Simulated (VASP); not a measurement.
Band structure of InPd (space group Pm-3m). These are PBE GGA, VASP's PBE PAW potentials (set 64) (plane waves; VASP) values and carry that method's errors.

Unless said otherwise, spin-orbit coupling is left out, though it shifts the bands of the heavy elements here.

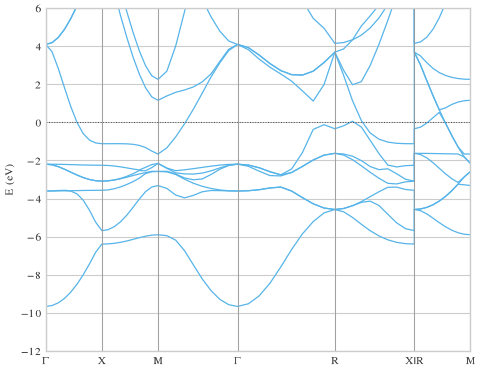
Figure: Bands along high-symmetry lines, zero at the valence-band maximum or, without a gap, the Fermi level

### Question
Read the plot: is there a gap, and where are the band edges?

### Answer
It has no gap at this level: it comes out as a metal or semimetal.

The structure comes from a computed database's InPd entry; how it stands against other phases isn't given here. The cell was not relaxed at this level. The electron count is odd and the run is not spin-polarised, which forces a metal.
